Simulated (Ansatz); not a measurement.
Calculation: PBE (plane waves to 420 eV, PAW; Ansatz, a program for electronic structure).

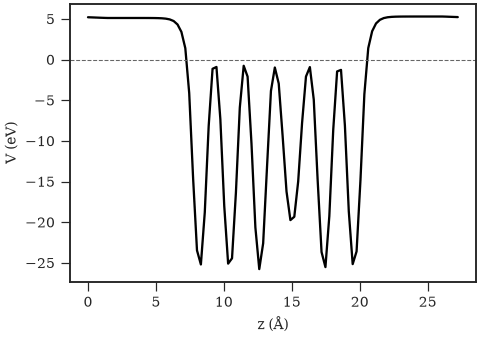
*Planar average of the electrostatic potential across the slab, in eV from the Fermi level, for a constructed model of the (111) surface of fcc Rh, a layer of In in place of the third plane (bottom of the slab: a bare face, its two planes held)*

Set-up: 6 atoms, 11.1 Å thick at the start with caps and adatoms (thin: gaps and levels are the slab's own); mesh 16x16x1; 0.1 eV smearing; dipole correction on; 2 atoms held, the rest relaxed; symmetry of the start imposed; no spin, no spin-orbit, no U. In PBE it lies 0.23 eV a 1x1 cell over the lowest computed structure of the same composition (a layer of In in place of the second plane).

The vacuum level lies 5.29 eV above the Fermi level over the top face and 5.12 eV above it under the bottom face.
